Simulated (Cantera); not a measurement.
A closed system holds: 1 mol trisilylamine, 9.4 mol NH3, 1.3 mol H2, 0.11 mol CO2, equilibrated at 1.00 bar.

Cantera equilibrium calculation (NASA polynomials, part measured and part estimated; ideal gas, pure solids and liquids). Candidate condensed phases: C, C6H6, C7H8, C8H18, H2O, Si, SiC, SiO2, Si2N2O, Si3N4; 151 gas species. The feed counts by its element totals alone. Mutual solubility and eutectic melting of coexisting phases are not modelled. Gases not in the tables: Si2H6 and higher silanes. Kinetics and transport are ignored.

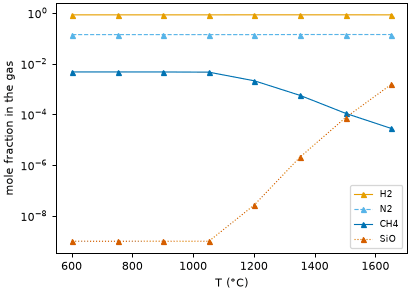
Fig. 1. Equilibrium gas composition (values under 1e-9 drawn at 1e-9)

Problem. Read off the mole fractions at 1502 °C.

Solution. H2 about 0.86, N2 about 0.14, CH4 about 0.00011, SiO about 7.6e-5.
